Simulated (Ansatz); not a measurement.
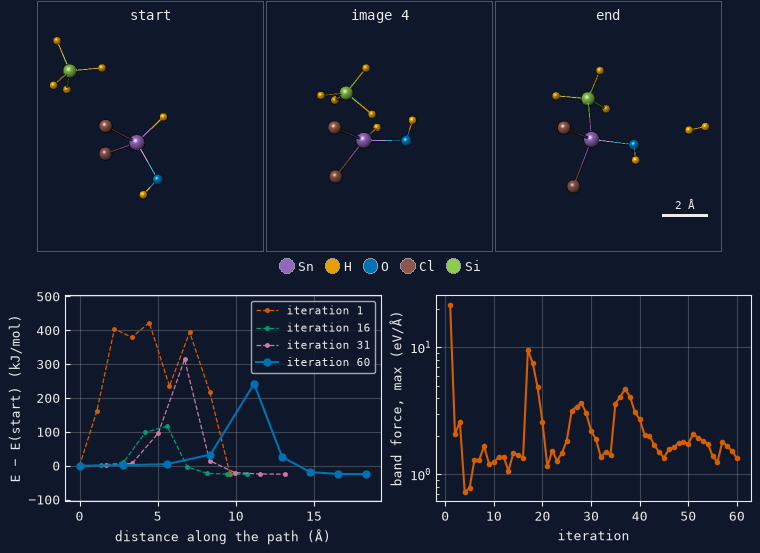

A search for the minimum-energy path of SnSiH₆OCl₂, made up at the start of SnH₂OCl₂ and SiH₄ by the nudged elastic band. Images are numbered from 0 (start) to 8 (end). The plot follows the band through its iterations. The picture is a ball-and-stick view, seen from a free direction.

Computed with RKS revPBE/def2-SVP (Ansatz 0.2.0). Set-up: 7 movable images; climbing image; force threshold 0.05 eV/Å; iteration limit 60; starting path through a guess of the saddle point.

Question: How did the profile develop, and is the result final?

Answer: The result isn't final. The band hadn't converged when the run stopped after 60 iterations. The largest component of the band force went from 22 to 1.3 eV/Å. The barrier read from it is provisional, though the highest image hardly moved in the last two iterations. The first iteration put the highest image at 422.8 kJ/mol. The energy climbs by 242.1 kJ/mol to image 4 and then falls by 266.8 kJ/mol, so the end point sits at −24.7 kJ/mol.

Limits of the set-up: the start holds two separate molecules, 3.9 Å apart at their closest, whose relative position is a soft coordinate and is computed without a dispersion correction.
